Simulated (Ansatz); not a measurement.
Results of r²SCAN (PAW; Ansatz, a first-principles code) for rock-salt GdN.

Settings: plane-wave cutoff 560 eV, 12×12×12 k mesh, Fermi–Dirac smearing 0.01 eV, spin-polarised with parallel moments, scalar-relativistic PAW data made under PBE.

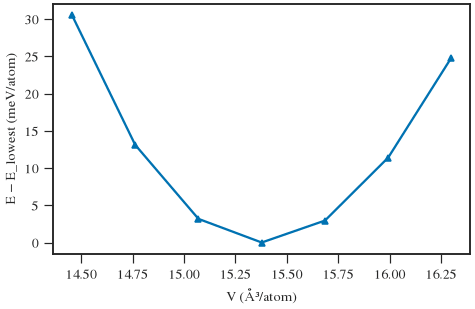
Figure: Total energy against volume

**Question.** From the curve, estimate the equilibrium volume and the bulk modulus.

**Answer.** V0 ≈ 15.4 Å³/atom and B0 ≈ 160 GPa; the fit gives V0 = 15.379 Å³/atom, B0 = 159 GPa, B′ = 4.1.

Measured, for comparison: bulk modulus 192 ± 35 GPa (temperature not stated, not corrected to a static lattice; as tabulated in Doll (2008), arXiv:0801.3152); equilibrium volume per atom 15.38 Å³/atom (temperature not stated, not corrected to a static lattice; as tabulated in Natali et al. (2013), arXiv:1208.2410). Computed less measured: bulk modulus -17 % (inside the measured uncertainty), equilibrium volume per atom +0.0 %.

Note: the 4f shell is treated without U or exact exchange, so its levels and filling can be wrong.

Spin–orbit coupling is not included.

The computed numbers hold no vibrational or temperature effects.
